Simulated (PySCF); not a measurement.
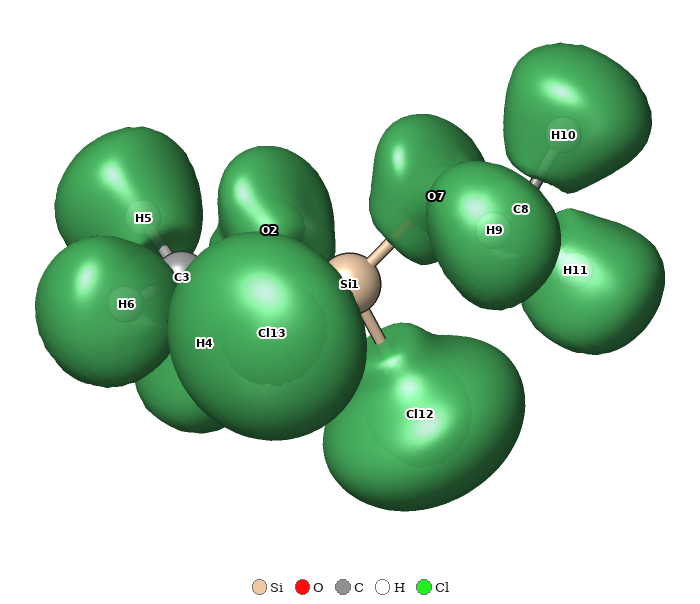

C₂H₆Cl₂O₂Si (SMILES CO[Si](Cl)(Cl)OC). Isosurface of the electron localisation function at 0.75 (green), seen at a tilt. Core shells and regions of very low density are left out.

Geometry: PBE0-D3(BJ)/def2-SVP.

Method: PBE0/pcSseg-1, SCF density, gas phase, non-relativistic (PySCF 2.14.0).

```xyz
13

Si   -0.2068    0.0075   -0.1538
O    -0.2022    0.0084    1.4710
C    -1.3224    0.0206    2.3197
H    -1.9086    0.9459    2.1956
H    -0.9659   -0.0309    3.3582
H    -1.9799   -0.8445    2.1311
O     1.3473   -0.0330   -0.6284
C     1.8078   -0.0439   -1.9564
H     1.4192   -0.9157   -2.5092
H     2.9047   -0.1004   -1.9379
H     1.5105    0.8741   -2.4909
Cl   -1.1452    1.6803   -0.8904
Cl   -1.2276   -1.6204   -0.8864
```

What do the ELF domains correspond to?

The ELF exceeds this value in six regions around hydrogen nuclei, two regions on Cl in which the atom's valence shell and bonds are merged and two regions on O in which the atom's valence shell and bonds are merged. Along the contacts the grid gives the following. C–O (1.41 Å): the ELF peaks at about 0.90 between the atoms, as expected for a polar covalent bond. Si–O (1.62 Å): the ELF peaks at about 0.85 between the atoms: a polar covalent bond.
